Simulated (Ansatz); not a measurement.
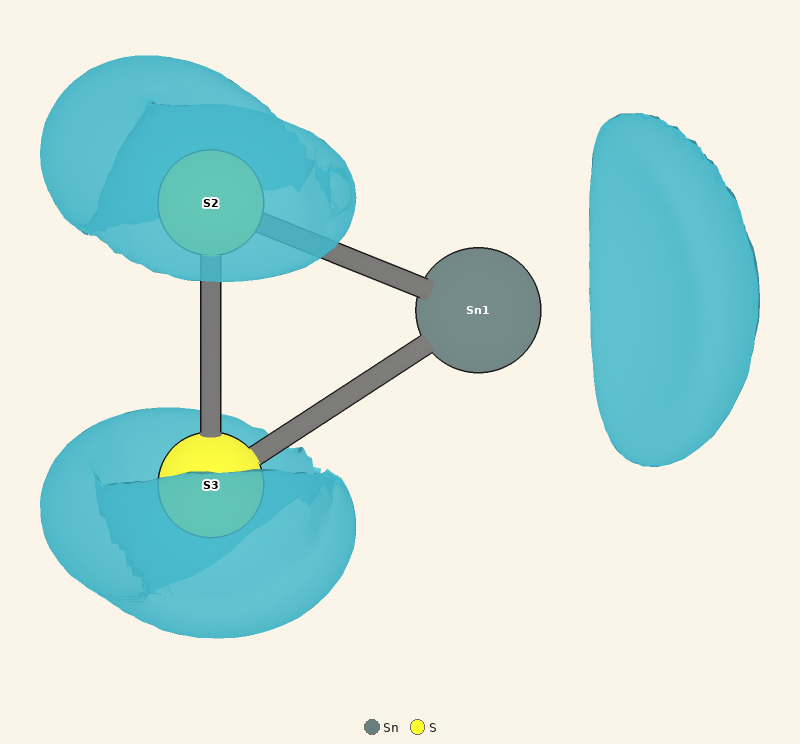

*S$_{2}$Sn. Isosurface of the ELF at 0.85 (cyan), seen at an oblique angle. Only the valence region is drawn (cores and ρ < 0.01 e/Å³ removed).*

Geometry: r2SCAN-D4/def2-TZVP; core potentials replace the inner electrons of Sn.

Theory: RKS PBE0-D4/def2-TZVP (Ansatz).

### What do the ELF domains correspond to?

The surface consists of one lobe on Sn, pointing away from the bonds (lone pairs) and two regions wrapped around S (the valence shell of each). Along the contacts the grid gives the following. S–S (2.17 Å): the ELF peaks at about 0.75 between the atoms: a covalent bond. Sn–S (2.40 Å): the ELF peaks at about 0.80 in the valence shell of S, 0.9 Å from its nucleus, and drops to about 0.20 between the two atoms.
